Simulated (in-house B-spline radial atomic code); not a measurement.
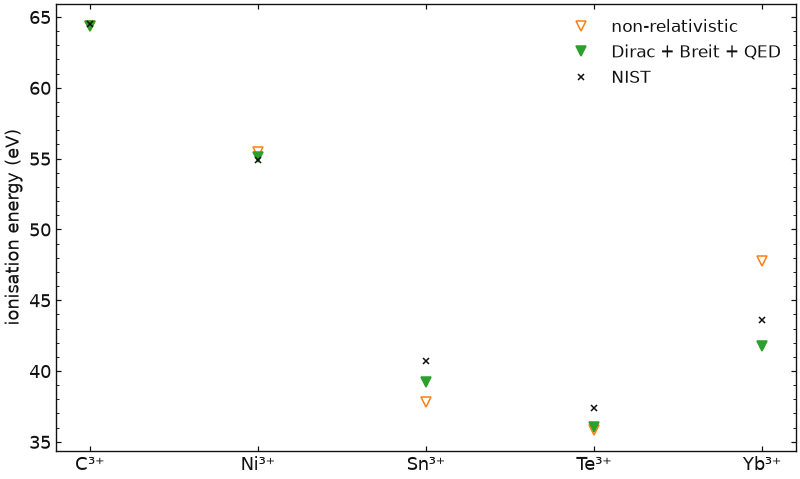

Ionisation energies with and without relativity, with NIST's values as crosses. The figure is for C³⁺, Ni³⁺, Sn³⁺, Te³⁺ and Yb³⁺. Method: Hartree–Fock ΔSCF (computed with a B-spline radial code). Open p, d and f shells are averaged over both j, so the values don't run from ground level to ground level.

Which has the highest ionisation energy with relativity?

Answer. C³⁺, 64.37 eV.

For which species does relativity change the ionisation energy most?

Answer. Yb³⁺: from 47.78 eV to 41.74 eV, a change of −6.04 eV.
